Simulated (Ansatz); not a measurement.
**AlSiH4Cl3O: geometry relaxation**

The run: geometry relaxation of AlSiH4Cl3O. Method and program: RKS PBE/6-31G* (Ansatz 0.2.0).

The input holds or restrains some coordinates. It belongs to a series of runs on one base structure; here: pulled along the bonds that form and break, towards end A. Figures and captions count atoms from 1; the log counts them from 0 in places.

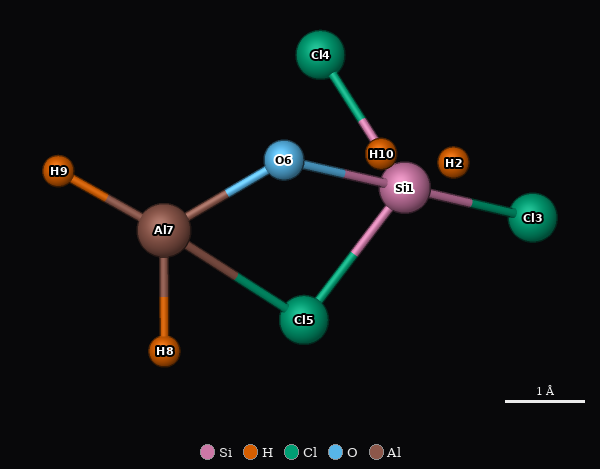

The structure as given in the input (ball-and-stick view, seen at a tilt; atoms are numbered from 1 in the order of the input). Sticks mark near contacts. Bond lengths as drawn: Al–Cl 2.40 Å, Al–H 1.56 Å, Al–O 1.78 Å, Cl–Si 2.13 Å and O–Si 1.98 Å.

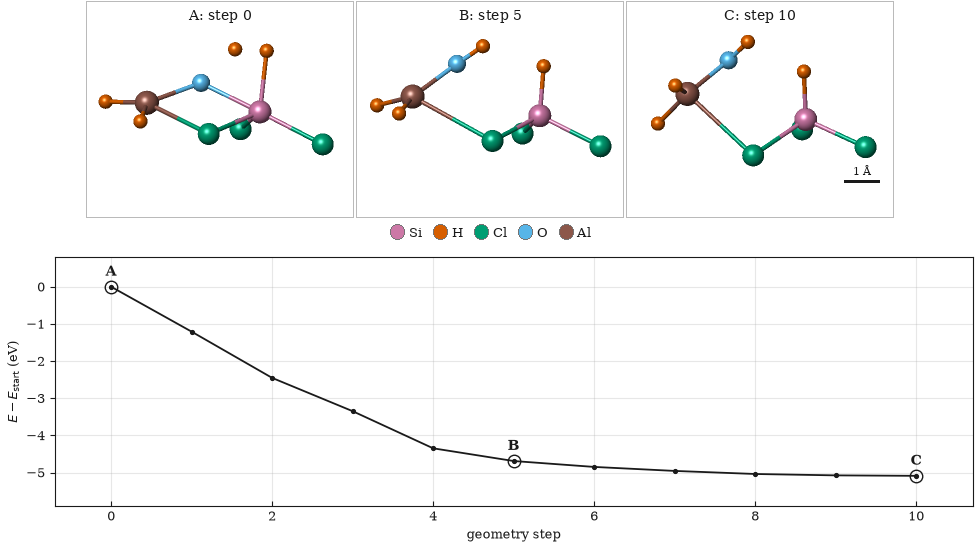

Frames of the restrained relaxation (ball-and-stick view, seen at a tilt) above the curves, on which the letters mark them (the first geometry is step 0 here and step 1 in the log).

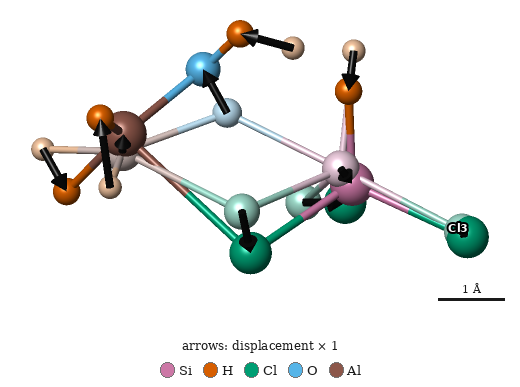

Start (faint) and end (solid) with the displacements as black arrows, at true length (ball-and-stick view, seen at a tilt). The two geometries are laid on each other by the best rigid fit. H8 moves most after the best rigid fit: 1.10 Å. By element the largest moves are H 1.10 Å, Cl 0.85 Å, O 0.76 Å, Si 0.33 Å, Al 0.33 Å. Among the contacts that change: Si1–O6 1.980 → 2.879 Å, O6–H10 1.441 → 0.990 Å, Si1–H2 1.810 → 1.469 Å, Cl5–Al7 2.403 → 2.700 Å. New bonds form: O6–H10 (1.44 → 0.99 Å). Bonds break: Si1–O6 (1.98 → 2.88 Å). Among the angles that change: Cl5–Al7–H9 158.4° → 98.5°, Cl5–Al7–H8 57.6° → 94.0°, Cl5–Al7–O6 66.8° → 88.4°. Over 10 geometry steps the energy falls by 5.088 eV. Largest force component: 4.1 eV/Å at the start, 0.7 eV/Å at the end. (Atoms are counted from 1 in the order of the input.)

The input and output of the run follow.

**Input file**
```yaml
crystal:
  periodic: [false, false, false]
  atoms:
    - { symbol: Si, position_ang: [0.0, 0.0, 0.0] }
    - { symbol: H, position_ang: [0.0, 0.0, 1.81] }
    - { symbol: Cl, position_ang: [2.0086, 0.0, -0.7093] }
    - { symbol: Cl, position_ang: [-1.0032, 1.7381, -0.7093] }
    - { symbol: Cl, position_ang: [-1.0032, -1.7381, -0.7093] }
    - { symbol: O, position_ang: [-1.879, 0.0, 0.6243] }
    - { symbol: Al, position_ang: [-3.1927, -0.9643, -0.0916] }
    - { symbol: H, position_ang: [-2.9236, -2.4314, -0.5488] }
    - { symbol: H, position_ang: [-4.6133, -0.3425, -0.2619] }
    - { symbol: H, position_ang: [-0.9605, 0.0, 1.7351] }
basis:
  gaussian: { orbitals: "6-31G*" }
hamiltonian:
  xc: pbe
relax:
  f_tol: 0.15
  max_steps: 25
  restrain:
    - { distance: [0, 5], at: 2.88, k: 30.0 }
    - { distance: [9, 1], at: 1.86, k: 30.0 }
    - { distance: [0, 1], at: 1.46, k: 30.0 }
    - { distance: [9, 5], at: 1.01, k: 30.0 }
```

Launched with:
```bash
ansatz run input.yaml --threads 4 --pin off --max-ram 5120MiB --backend cpu --events-out ev --progress --plain --runs-dir out
```

**Output**
```
The last accepted step is kept in [file] (removed where the run ends without a failure and the disk answers)
Engine: ansatz 0.2.0, x86_64-unknown-linux-gnu
Functional definition: PBE
  parameter kappa = 0.804
  parameter beta = 0.06672455060314922
  exchange = pbe_x(kappa = kappa, mu = beta*pi^2/3)
  correlation = pbe_c(beta = beta)
1406 factors; their error is unknown
mean field evaluation 1: about -54116.8595 eV, gradient 6.8e1 eV
mean field evaluation 2: about -53947.9668 eV, gradient 2.1e2 eV
mean field evaluation 4: about -54125.3445 eV, gradient 1.8e1 eV
mean field evaluation 8: about -54126.3587 eV, gradient 3.1e-1 eV
mean field evaluation 16: about -54126.2923 eV, gradient 2.3e-3 eV
mean field -54126.29234661 eV, -1989.1045556193 hartree, gradient 2.3e-5 eV, S^2 0.000000; 0 other end points of the search recorded, 0 dependent functions left out
the calculation of the forces begins
reference -54126.29239612 eV, -1989.1045574386 hartree; 45, 45 occupied and 73, 73 virtual orbitals, 1406 factors
relax step   1: F+E_penalty+E_count = -54126.29234661 eV  Δ(F+E_penalty+E_count) = +0.000e0 eV  max|allowed force component| = 4.130e0 eV/Å  E_restraint = 28.83657568 eV  max|allowed force component, restraints' pulls added| = 3.643e1 eV/Å  Δτ_max = 0.0000 Å  (30 SCF iters, accepted)
  distance Si 0 - O 5 = 1.9800 Å
  distance H 9 - H 1 = 0.9634 Å
  distance Si 0 - H 1 = 1.8100 Å
  distance H 9 - O 5 = 1.4414 Å
these checks for a lower state are left out or cut short: starts, cluster_reference, orbital_swaps, neighbouring_geometries, increment
1406 factors; their error is unknown
mean field -54127.50095943 eV, -1989.1489713211 hartree, gradient 2.1e-5 eV, S^2 0.000000; 0 other end points of the search recorded, 0 dependent functions left out
[... from here on the field's lines of each further geometry are left out, up to the last ...]
relax step   2: F+E_penalty+E_count = -54127.50095943 eV  Δ(F+E_penalty+E_count) = -1.209e0 eV  max|allowed force component| = 4.743e0 eV/Å  E_restraint = 13.44354908 eV  max|allowed force component, restraints' pulls added| = 2.520e1 eV/Å  Δτ_max = 0.1950 Å  (33 SCF iters, accepted)
relax step   3: F+E_penalty+E_count = -54128.74490359 eV  Δ(F+E_penalty+E_count) = -1.244e0 eV  max|allowed force component| = 4.072e0 eV/Å  E_restraint = 4.22793846 eV  max|allowed force component, restraints' pulls added| = 1.210e1 eV/Å  Δτ_max = 0.1948 Å  (33 SCF iters, accepted)
relax step   4: F+E_penalty+E_count = -54129.64069155 eV  Δ(F+E_penalty+E_count) = -8.958e-1 eV  max|allowed force component| = 3.782e0 eV/Å  E_restraint = 0.58455986 eV  max|allowed force component, restraints' pulls added| = 6.422e0 eV/Å  Δτ_max = 0.1945 Å  (34 SCF iters, accepted)
relax step   5: F+E_penalty+E_count = -54130.64002933 eV  Δ(F+E_penalty+E_count) = -9.993e-1 eV  max|allowed force component| = 1.288e0 eV/Å  E_restraint = 0.02591638 eV  max|allowed force component, restraints' pulls added| = 1.257e0 eV/Å  Δτ_max = 0.1904 Å  (34 SCF iters, accepted)
relax step   6: F+E_penalty+E_count = -54130.98222191 eV  Δ(F+E_penalty+E_count) = -3.422e-1 eV  max|allowed force component| = 1.068e0 eV/Å  E_restraint = 0.02397813 eV  max|allowed force component, restraints' pulls added| = 6.457e-1 eV/Å  Δτ_max = 0.1989 Å  (29 SCF iters, accepted)
relax step   7: F+E_penalty+E_count = -54131.14092276 eV  Δ(F+E_penalty+E_count) = -1.587e-1 eV  max|allowed force component| = 9.744e-1 eV/Å  E_restraint = 0.01729253 eV  max|allowed force component, restraints' pulls added| = 4.895e-1 eV/Å  Δτ_max = 0.2000 Å  (27 SCF iters, accepted)
relax step   8: F+E_penalty+E_count = -54131.24848387 eV  Δ(F+E_penalty+E_count) = -1.076e-1 eV  max|allowed force component| = 9.050e-1 eV/Å  E_restraint = 0.01353527 eV  max|allowed force component, restraints' pulls added| = 3.247e-1 eV/Å  Δτ_max = 0.2000 Å  (28 SCF iters, accepted)
relax step   9: F+E_penalty+E_count = -54131.33105568 eV  Δ(F+E_penalty+E_count) = -8.257e-2 eV  max|allowed force component| = 8.448e-1 eV/Å  E_restraint = 0.01150918 eV  max|allowed force component, restraints' pulls added| = 2.016e-1 eV/Å  Δτ_max = 0.1989 Å  (28 SCF iters, accepted)
relax step  10: F+E_penalty+E_count = -54131.36835495 eV  Δ(F+E_penalty+E_count) = -3.730e-2 eV  max|allowed force component| = 8.753e-1 eV/Å  E_restraint = 0.00949346 eV  max|allowed force component, restraints' pulls added| = 2.350e-1 eV/Å  Δτ_max = 0.1963 Å  (27 SCF iters, accepted)
the calculation of the forces begins
reference -54131.38071528 eV, -1989.2915497187 hartree; 45, 45 occupied and 73, 73 virtual orbitals, 1406 factors
relax step  11: F+E_penalty+E_count = -54131.38066479 eV  Δ(F+E_penalty+E_count) = -1.231e-2 eV  max|allowed force component| = 7.017e-1 eV/Å  E_restraint = 0.00919456 eV  max|allowed force component, restraints' pulls added| = 1.318e-1 eV/Å  Δτ_max = 0.1277 Å  (28 SCF iters, accepted)
  distance Si 0 - O 5 = 2.8789 Å
  distance H 9 - H 1 = 1.8710 Å
  distance Si 0 - H 1 = 1.4686 Å
  distance H 9 - O 5 = 0.9896 Å
1406 factors; their error is unknown
mean field evaluation 96: about -54131.3807 eV, gradient 1.8e-5 eV
mean field -54131.38066479 eV, -1989.2915478632 hartree, gradient 1.8e-5 eV, S^2 0.000000; 1 other end points of the search recorded, 0 dependent functions left out
the calculation of the forces begins
reference -54131.38071528 eV, -1989.2915497187 hartree; 45, 45 occupied and 73, 73 virtual orbitals, 1406 factors
Total energy: -54131.38071528 eV, -1989.2915497187 hartree
Atom 0 at     0.158590     0.190926    -0.173802 Å, force    -0.062091     0.054340    -0.166914 eV/Å
Atom 1 at     0.002426    -0.175488     1.239769 Å, force     0.355955    -0.009921     0.104376 eV/Å
Atom 2 at     2.138411    -0.069097    -0.691314 Å, force    -0.017658     0.001355    -0.021189 eV/Å
Atom 3 at    -0.402764     2.107293    -0.614230 Å, force     0.018618    -0.047041    -0.002670 eV/Å
Atom 4 at    -0.917587    -1.190820    -1.357178 Å, force     0.102417     0.048376    -0.067308 eV/Å
Atom 5 at    -2.355719     0.007414     1.216441 Å, force     0.434223    -0.317403     0.409575 eV/Å
Atom 6 at    -3.168044    -1.115873     0.133176 Å, force    -0.116492     0.002847    -0.131762 eV/Å
Atom 7 at    -3.157238    -2.694417     0.434081 Å, force    -0.004666     0.066975     0.055995 eV/Å
Atom 8 at    -4.121606    -0.381608    -0.915786 Å, force    -0.008619    -0.051185     0.024994 eV/Å
Atom 9 at    -1.743369    -0.416529     1.868043 Å, force    -0.701687     0.251657    -0.205097 eV/Å
Dipole moment:     0.273542    -0.141141     0.237643 e Å
```

**Trajectory as extended XYZ (Å, eV, eV/Å), 11 frames, from step=1 to step=11**
```
10
Properties=species:S:1:pos:R:3:forces:R:3 step=1 energy=-54126.29235
Si    0.0000    0.0000    0.0000   -2.4456   0.7579  -0.0404
H     0.0000    0.0000    1.8100    0.7156   0.0167  -0.7772
Cl    2.0086    0.0000   -0.7093   -0.7497   0.0645   0.5866
Cl   -1.0032    1.7381   -0.7093    2.2054   1.3350  -1.3112
Cl   -1.0032   -1.7381   -0.7093    3.9289  -1.5407  -2.0685
O    -1.8790    0.0000    0.6243   -0.1704  -0.0615   4.1305
Al   -3.1927   -0.9643   -0.0916   -0.1139   0.2179   0.5662
H    -2.9236   -2.4314   -0.5488   -1.6047  -1.1562   0.1403
H    -4.6133   -0.3425   -0.2619   -0.4015   0.4464  -0.0633
H    -0.9605    0.0000    1.7351   -1.3642  -0.0800  -1.1630
10
Properties=species:S:1:pos:R:3:forces:R:3 step=2 energy=-54127.50096
Si    0.0983    0.0071    0.0236   -2.6642   0.6475   0.6369
H     0.1483    0.0002    1.7391    0.5736   0.0001  -1.7414
Cl    2.0160    0.0008   -0.7078    0.1748   0.0539   0.1020
Cl   -0.9778    1.7421   -0.7164    1.9762   0.2176  -0.6295
Cl   -0.9644   -1.7415   -0.7223    3.4653  -0.1118  -1.1729
O    -1.9854    0.0032    0.7477    1.9916   0.2614   4.7430
Al   -3.1995   -0.9681   -0.0896   -0.2020  -0.2847   0.5908
H    -2.9389   -2.4422   -0.5470   -1.5275  -0.9684   0.1663
H    -4.6175   -0.3385   -0.2626   -0.3399   0.4762  -0.1442
H    -1.1459   -0.0013    1.6746   -3.4480  -0.2918  -2.5510
10
Properties=species:S:1:pos:R:3:forces:R:3 step=3 energy=-54128.74490
Si    0.2184    0.0142    0.0373   -4.0717   0.5549   0.7242
H     0.2614    0.0011    1.6512    0.5050  -0.0079  -1.6103
Cl    2.0312    0.0013   -0.7132    1.8599   0.0552  -0.6587
Cl   -0.9556    1.7338   -0.7175    1.9329  -0.4813  -0.1477
Cl   -0.9264   -1.7299   -0.7283    3.1266   0.6424  -0.5722
O    -2.0834    0.0067    0.8737    1.2122   0.0610   3.1957
Al   -3.2017   -0.9737   -0.0809    0.0745  -0.0853   0.8205
H    -2.9561   -2.4519   -0.5447   -1.3101  -0.8313   0.1458
H    -4.6200   -0.3329   -0.2652   -0.2409   0.4380  -0.1858
H    -1.3347   -0.0070    1.6268   -3.0884  -0.3457  -1.7115
10
Properties=species:S:1:pos:R:3:forces:R:3 step=4 energy=-54129.64069
Si    0.2918    0.0280    0.0354   -3.7818   0.4492  -0.5662
H     0.3301    0.0042    1.5437    0.2728  -0.0074  -0.4094
Cl    2.0945    0.0035   -0.7368    1.8020   0.0632  -0.6506
Cl   -0.9058    1.7181   -0.7182    1.7087  -0.8037   0.2013
Cl   -0.8528   -1.7044   -0.7367    2.4768   0.9439  -0.1024
O    -2.2272    0.0110    1.0046   -0.5839  -0.0901   0.6456
Al   -3.2071   -0.9851   -0.0668   -0.0125   0.0921   0.9030
H    -2.9915   -2.4733   -0.5397   -0.9054  -0.6002   0.1321
H    -4.6232   -0.3216   -0.2739   -0.1283   0.3293  -0.2306
H    -1.4757   -0.0185    1.6276   -0.8482  -0.3764   0.0773
10
Properties=species:S:1:pos:R:3:forces:R:3 step=5 energy=-54130.64003
Si    0.2753    0.0784   -0.0365   -1.2875   0.2409  -0.8889
H     0.2951    0.0215    1.4386    0.1875   0.0476   0.1283
Cl    2.1721    0.0278   -0.7502    0.5031   0.0807  -0.0959
Cl   -0.7460    1.7767   -0.7714    0.7549  -0.6440   0.2352
Cl   -0.6978   -1.6680   -0.7862    1.0083   0.6215  -0.0917
O    -2.3486   -0.0377    1.1430    0.0031   0.0088   0.2080
Al   -3.2224   -1.0255   -0.0116   -0.4245   0.0287   0.5848
H    -3.1269   -2.5469   -0.4865   -0.2011  -0.1692   0.2251
H    -4.6054   -0.2826   -0.3236    0.1416   0.1689  -0.1876
H    -1.5621   -0.0819    1.7236   -0.6853  -0.3839  -0.1173
10
Properties=species:S:1:pos:R:3:forces:R:3 step=6 energy=-54130.98222
Si    0.2765    0.1265   -0.0774   -0.0372  -0.1067  -0.4848
H     0.2443    0.0467    1.3904    0.2328   0.0603   0.2452
Cl    2.2298    0.0800   -0.7238    0.1067   0.0636   0.0983
Cl   -0.6305    1.8054   -0.8019    0.0704   0.1988  -0.0847
Cl   -0.6045   -1.5874   -0.8637    0.2656  -0.0603  -0.2862
O    -2.3485   -0.0819    1.1273    0.5673   0.0440   0.7849
Al   -3.3095   -1.0829    0.0747   -0.4136   0.2212   0.0379
H    -3.2465   -2.6266   -0.3491    0.0244  -0.0496   0.2696
H    -4.5856   -0.2071   -0.3936    0.2522  -0.0921  -0.0455
H    -1.5924   -0.2109    1.7564   -1.0685  -0.2791  -0.5347
10
Properties=species:S:1:pos:R:3:forces:R:3 step=7 energy=-54131.14092
Si    0.2579    0.1324   -0.1165    0.1094   0.0323  -0.2961
H     0.1948    0.0141    1.3487    0.1949   0.0119   0.1881
Cl    2.2469    0.1173   -0.6552    0.0893   0.0133   0.0412
Cl   -0.5922    1.8495   -0.8171   -0.0116   0.1804  -0.0767
Cl   -0.5851   -1.5373   -1.0181    0.0514  -0.0824  -0.2105
O    -2.3342   -0.0954    1.1447    0.6077   0.0514   0.7423
Al   -3.3249   -1.0798    0.1116   -0.3718   0.0803  -0.1001
H    -3.2952   -2.6594   -0.1579    0.0557  -0.0058   0.2252
H    -4.5260   -0.1818   -0.4891    0.2493  -0.1031  -0.0083
H    -1.6089   -0.2979    1.7881   -0.9744  -0.1783  -0.5050
10
Properties=species:S:1:pos:R:3:forces:R:3 step=8 energy=-54131.24848
Si    0.2343    0.1531   -0.1423    0.0208   0.1239  -0.2825
H     0.1391   -0.0213    1.3145    0.2329  -0.0096   0.1559
Cl    2.2362    0.0922   -0.6346    0.0332  -0.0154   0.0106
Cl   -0.5486    1.9256   -0.7981    0.0231   0.0668  -0.0127
Cl   -0.6596   -1.4425   -1.1465    0.0260  -0.0360  -0.1438
O    -2.3237   -0.1016    1.1721    0.5669   0.0629   0.6944
Al   -3.2980   -1.0928    0.1269   -0.2429  -0.0284  -0.1377
H    -3.3069   -2.6957    0.0384    0.0316   0.0459   0.1732
H    -4.4061   -0.1950   -0.6237    0.2136  -0.1067   0.0069
H    -1.6337   -0.3600    1.8323   -0.9050  -0.1035  -0.4643
10
Properties=species:S:1:pos:R:3:forces:R:3 step=9 energy=-54131.33106
Si    0.2020    0.1784   -0.1611   -0.0008   0.0804  -0.2554
H     0.0858   -0.0610    1.2846    0.2678  -0.0154   0.1114
Cl    2.2052    0.0352   -0.6412   -0.0220  -0.0116  -0.0086
Cl   -0.4922    2.0110   -0.7495    0.0199   0.0091   0.0112
Cl   -0.7586   -1.3355   -1.2556    0.0208   0.0297  -0.0520
O    -2.3247   -0.0887    1.2011    0.5075  -0.0092   0.5787
Al   -3.2547   -1.1116    0.1349   -0.1386  -0.0441  -0.1512
H    -3.2941   -2.7169    0.2234    0.0166   0.0900   0.1081
H    -4.2725   -0.2451   -0.7623    0.1737  -0.1199   0.0494
H    -1.6632   -0.4041    1.8650   -0.8448  -0.0088  -0.3916
10
Properties=species:S:1:pos:R:3:forces:R:3 step=10 energy=-54131.36835
Si    0.1658    0.1956   -0.1735    0.0266   0.0382  -0.2851
H     0.0205   -0.1170    1.2574    0.3376   0.0001   0.0231
Cl    2.1622   -0.0091   -0.6699   -0.0426   0.0141   0.0259
Cl   -0.4532    2.0766   -0.6985    0.0082  -0.0786   0.0528
Cl   -0.8254   -1.2453   -1.3640   -0.0313   0.0974   0.1238
O    -2.3288   -0.0675    1.2390    0.5476  -0.1874   0.4694
Al   -3.1904   -1.1165    0.1258   -0.1762  -0.1356  -0.0443
H    -3.2800   -2.7117    0.4036    0.0461   0.2350  -0.0357
H    -4.1332   -0.2958   -0.8911    0.1592  -0.1399   0.1088
H    -1.7043   -0.4475    1.9104   -0.8753   0.1566  -0.4387
10
Properties=species:S:1:pos:R:3:forces:R:3 step=11 energy=-54131.38066
Si    0.1586    0.1909   -0.1738   -0.0621   0.0543  -0.1669
H     0.0024   -0.1755    1.2398    0.3560  -0.0099   0.1044
Cl    2.1384   -0.0691   -0.6913   -0.0177   0.0014  -0.0212
Cl   -0.4028    2.1073   -0.6142    0.0186  -0.0470  -0.0027
Cl   -0.9176   -1.1908   -1.3572    0.1024   0.0484  -0.0673
O    -2.3557    0.0074    1.2164    0.4342  -0.3174   0.4096
Al   -3.1680   -1.1159    0.1332   -0.1165   0.0028  -0.1318
H    -3.1572   -2.6944    0.4341   -0.0047   0.0670   0.0560
H    -4.1216   -0.3816   -0.9158   -0.0086  -0.0512   0.0250
H    -1.7434   -0.4165    1.8680   -0.7017   0.2517  -0.2051
```

**Summary**

```csv
quantity,value
outcome,converged under the restraints of the input
total energy,−54131.3807 eV
mean-field energy,−54131.3807 eV
"largest force (length of the vector) at the end, held atoms and coordinates included",0.773 eV/Å
hardware,"4 threads of AMD EPYC (Zen 5), 16 GiB of memory available, shared host"
wall time,10 s (CPU time 34 s)
peak memory,0.2 GiB
```
